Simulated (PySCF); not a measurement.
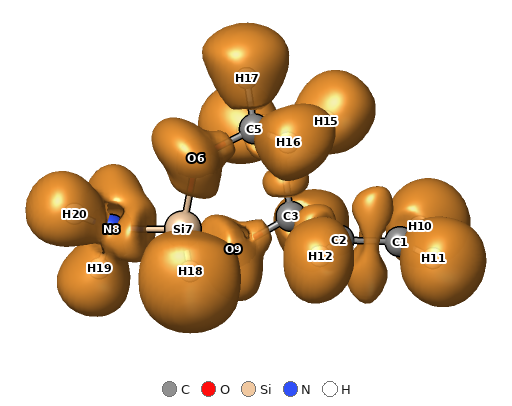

The picture shows: C₅H₁₁NO₂Si. Isosurface of the electron localisation function at 0.75 (orange), seen across its widest extent. Only the valence region is drawn (cores and ρ < 0.01 e/Å³ removed).

Geometry: GFN2-xTB.

Method: PBE0/pcSseg-1, SCF density, gas phase, non-relativistic (PySCF).

```yaml
atoms:
  - { symbol: C, position_ang: [-2.9285, 0.7330, -0.4966] }
  - { symbol: C, position_ang: [-1.6187, 0.8042, -0.3562] }
  - { symbol: C, position_ang: [-0.6636, -0.2773, -0.7791] }
  - { symbol: C, position_ang: [-0.4508, -1.2922, 0.3552] }
  - { symbol: C, position_ang: [0.1990, -0.6488, 1.5748] }
  - { symbol: O, position_ang: [1.4492, -0.0891, 1.2864] }
  - { symbol: Si, position_ang: [1.7133, 0.6710, -0.1322] }
  - { symbol: N, position_ang: [3.1896, 0.0603, -0.7648] }
  - { symbol: O, position_ang: [0.5580, 0.2643, -1.2064] }
  - { symbol: H, position_ang: [-3.4047, -0.1221, -0.9481] }
  - { symbol: H, position_ang: [-3.5798, 1.5228, -0.1642] }
  - { symbol: H, position_ang: [-1.1491, 1.6716, 0.0851] }
  - { symbol: H, position_ang: [-1.0799, -0.8103, -1.6458] }
  - { symbol: H, position_ang: [0.2134, -2.0749, -0.0161] }
  - { symbol: H, position_ang: [-1.4096, -1.7283, 0.6361] }
  - { symbol: H, position_ang: [-0.4619, 0.1275, 1.9816] }
  - { symbol: H, position_ang: [0.3614, -1.4034, 2.3528] }
  - { symbol: H, position_ang: [1.6389, 2.1147, 0.1175] }
  - { symbol: H, position_ang: [3.4183, 0.3328, -1.7057] }
  - { symbol: H, position_ang: [4.0003, 0.1549, -0.1773] }
```

Describe the localisation domains.

At this value the surface marks out four regions between bonded C–C atoms (shared pairs), nine regions around hydrogen nuclei, two regions on O in which the atom's valence shell and bonds are merged and one joined region spread over several atoms (H, N), in which their bonds and any lone pairs are merged.

Values along the shortest contacts:
C–C (1.32 Å): the ELF peaks at about 0.90 between the atoms: a short, multiple covalent bond. C–O (1.40 Å): the ELF peaks at about 0.90 between the atoms; a shared but strongly polarised pair.
